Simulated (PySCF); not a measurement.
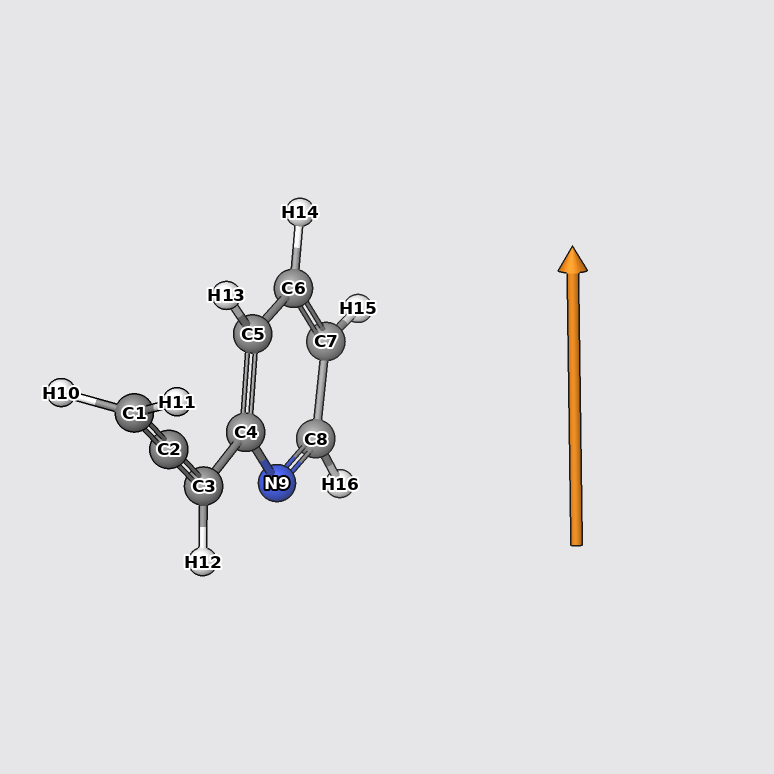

The arrow beside the molecule shows the direction of the dipole moment, from the negative to the positive end (its length means nothing). The geometry was computed by an optimisation with GFN2-xTB. No frequency run is at hand to confirm it as a minimum. Properties computed with PBE0/pcSseg-1, gas phase (PySCF 2.14.0).

How large is the dipole moment?

2.16 D; it points from the side of H12 to the side of H14 (the outermost atoms at the two ends).
